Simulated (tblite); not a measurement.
Run report: C₄H₁₁SSi₂, geometry relaxation (part 3 of 3)

The same run, continued: C₄H₁₁SSi₂, multiplicity 2; GFN2-xTB geometry optimisation, gas phase (tblite 0.8.0). It belongs to a series of runs on one base structure; here: H removed from Si.

Geometry of the input (Å):
```
Si 1.9260  0.9308  0.5732
C  0.7631  0.1062  -0.6688
C  0.4468  -1.2500  -0.2026
C  -0.8142  -1.5696  0.4620
S  -2.2449  -0.5611  0.3258
C  -1.9616  1.1990  0.1065
Si -0.5491  1.2813  -1.0976
H  3.2210  1.2257  -0.0829
H  1.2865  2.1830  0.9729
H  2.1430  0.0349  1.7073
H  1.3970  -0.0169  -1.5824
H  1.2644  -1.5575  0.4897
H  0.5573  -1.9453  -1.0641
H  -1.1168  -2.6017  0.1206
H  -0.6092  -1.7202  1.5645
H  -2.9045  1.6323  -0.2961
H  -1.7311  1.6472  1.0932
H  -1.0825  0.9882  -2.4327
```

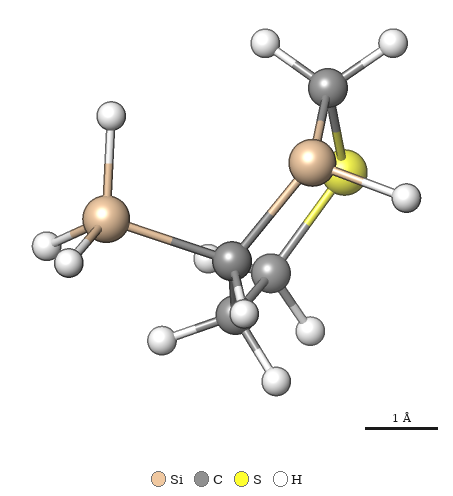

**Figure 1.** The starting structure (ball-and-stick view, seen at a tilt).

Results in brief

```json
{"quantity": "outcome", "value": "converged"}
{"quantity": "total energy", "value": "−566.1677 eV"}
{"quantity": "hardware", "value": "1 CPU thread, shared host"}
{"quantity": "wall time", "value": "1 s"}
{"quantity": "peak memory", "value": "0.17 GiB"}
```
